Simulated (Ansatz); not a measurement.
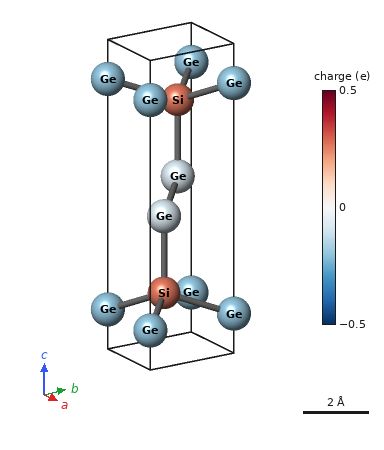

This ball-and-stick model is shown slightly off an axis. The parallelepiped is the simulation cell. The atoms of this SiGe₂ cell are coloured by their Bader charge.

All computed values are from DFT LDA, scalar-relativistic, plane waves, PAW (Ansatz 0.2.0). Settings: plane-wave cutoff 420 eV, k-points on a 12×12×4 grid, Gaussian smearing of 0.02 eV, no spin polarisation.

Which atoms are positive and which negative?

Answer. Most positive: Si; most negative: Ge. Charges: about Si +0.3 e; Ge -0.2 to -0.1 e. Little charge moves, as in a metallic or covalent solid.

The cell started as a structure type filled with these elements by a generator (whether the compound takes this form wasn't checked). Earlier steps of the study, as a rule a relaxation of our own, may have changed the cell and positions, so they can lie some per cent off the listed ones. Ansatz was used for an electronic-structure calculation on it.

At this level of theory the run's own cell isn't at rest (stretched, at -4 GPa), so its distances can differ from those at equilibrium, the more so the softer the solid.
